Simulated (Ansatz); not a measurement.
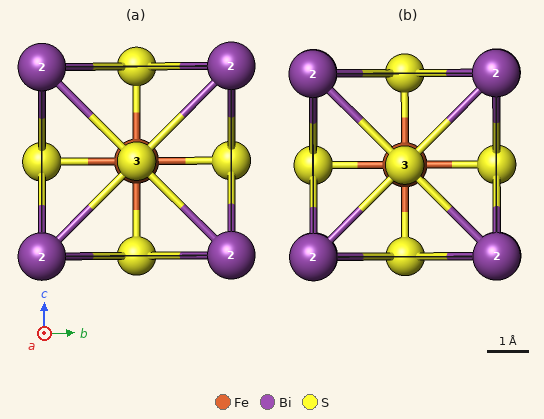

The structure of solid FeBiS3 (a generated structure, set up in R-3m) before (left) and after (right) a relaxation, at one scale.

The picture is a ball-and-stick view of the cell of the calculation, seen along the a axis.

Theory: Ansatz 0.2.0, DFT PBE, scalar-relativistic, plane waves, PAW. Settings: plane-wave cutoff 420 eV; k-point mesh 9 × 9 × 9; occupations gaussian; smearing width 0.1 eV; collinear spin; cell and atoms relaxed; force threshold 0.005 eV/Å; at most 80 steps.

### What changed between the two?

After 4 accepted moves (5 points after the start) the energy has fallen by 43.7 meV per atom. All forces vanish by symmetry, so only the cell relaxes. The pressure goes from −6.37 to 0.00 GPa. The SCF was repeated once at an unchanged geometry on a basis and grid sized afresh for the cell, which shifted the energy by 0.3 meV per atom at most. No atom moves by more than 0.005 Å relative to the cell. Cell: a = b = c 4.726 → 4.574 Å (−3.2 %), α 89.6° → 90.0°, β 89.6° → 90.0°, γ 89.6° → 90.0°. Volume −9.4 %. Near-neighbour distances that change, for instance: Bi–S 3.353 → 3.235 Å, Bi–S 3.330 → 3.233 Å, Fe–S 2.363 → 2.287 Å. The space group (tolerance 0.01 Å) goes from R-3m (No. 166) to Pm-3m (No. 221). The run took about 4 core-minutes on a shared host.
